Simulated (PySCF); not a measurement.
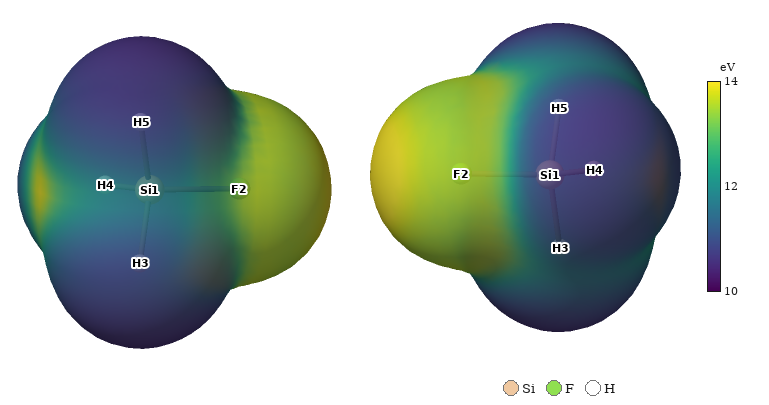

Figure 1: FH3Si. Average local ionisation energy on the surface of electron density 0.001 a.u. (back view left, front view right).

Method: PBE0/def2-SVP; geometry: GFN2-xTB; program: PySCF. No frequency check shows the geometry to be a minimum.

The calculation's input:

```python
import numpy as np
from pyscf import gto, scf, dft
from pyscf.scf import atom_ks, atom_hf
from scipy.linalg import block_diag

def solve(mol, dm0=None, hcore=None):
    mf = (dft.UKS if mol.spin else dft.RKS)(mol, xc='pbe0')
    mf.grids.level = 3
    mf = mf.density_fit(auxbasis='def2-universal-jkfit')
    mf.conv_tol, mf.max_cycle = 1e-8, 80
    if hcore is not None:
        mf.get_hcore = lambda *args: hcore
    mf.kernel(dm0)
    if not mf.converged:
        mf = mf.newton().run(mf.mo_coeff, mf.mo_occ, max_cycle=30)
    assert mf.converged, 'SCF not converged'
    return mf

mol = gto.M(atom='''
Si    -0.51207    -0.00002    -0.00001
F      1.09367     0.00002     0.00015
H     -0.89072     1.14391    -0.81413
H     -0.89257     0.13320     1.39650
H     -0.89067    -1.27706    -0.58359
''', basis='def2-svp', charge=0, spin=0, verbose=4)
mf = solve(mol)
mf.analyze()
# spherically averaged free atoms, for the promolecule
atm = atom_ks.get_atm_nrks(mol, xc='pbe0')
pro = block_diag(*[(atm[a[0]][2] * atm[a[0]][3]) @ atm[a[0]][2].T for a in mol._atom])
np.savez('result.npz', e=mf.e_tot, c=mf.mo_coeff, occ=mf.mo_occ, eps=mf.mo_energy, pro=pro, dip=mf.dip_moment(verbose=0), s2=mf.spin_square()[0])
```

Launched as:

```sh
OMP_NUM_THREADS=1 python input.py
```

The run took 7.1 s on 1 thread of Intel(R) Xeon(R) Processor @ 2.50GHz (Skylake/Cascade Lake), on a shared host, peak memory 0.23 GiB.

Partitions, critical points and surface values were worked out afterwards from this run's density.

Q: Where are the most loosely bound electrons on this surface?

A: The lowest value is 10.5 eV, 1.5 Å from H5, and at like points elsewhere. For comparison, the highest occupied orbital lies at −9.7 eV.

Q: What volume does the surface enclose, and what is the dipole moment?

A: About 62 Å³; the dipole moment is 1.7 D.
